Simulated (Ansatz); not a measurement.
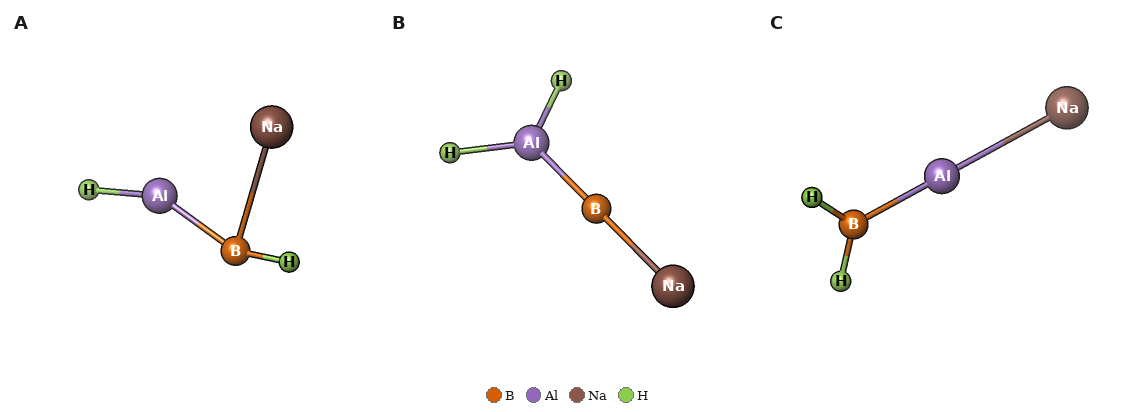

3 stationary structures of one formula. Charge 0, doublet. Geometries: PBE0-D4/def2-TZVP. Electronic energies: r2SCAN-D4/def2-TZVPP (Ansatz 0.2.0), without zero-point energy. No frequency run is at hand to confirm each as a minimum.

Which is lowest in energy, and by how much?

Answer. C is lowest; A lies 0.653 eV above it (Cs), B lies 1.837 eV above it.

The determinant isn't a pure spin state (⟨S²⟩ up to 1.01).
